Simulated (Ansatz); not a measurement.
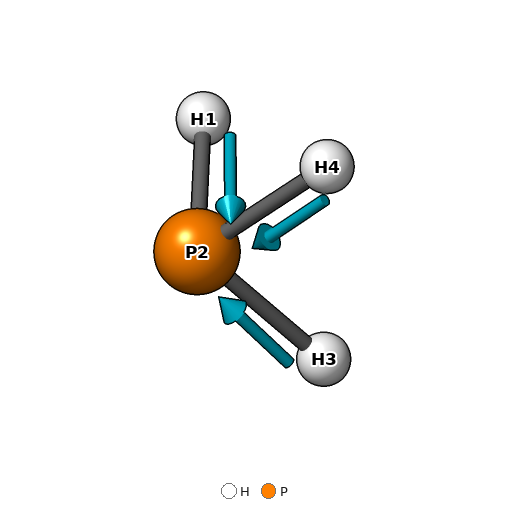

The arrows show one normal mode. Harmonic vibrations computed with RKS PBE0-D4/def2-TZVP (Ansatz 0.2.0) at a stationary point of the same level.

Question: What kind of motion is it?

Answer: Mostly in-phase stretching of 3 P–H bonds.

Question: Estimate its harmonic wavenumber.

Answer: 2412 cm⁻¹; it is mode 4 of 6 counted from the lowest.
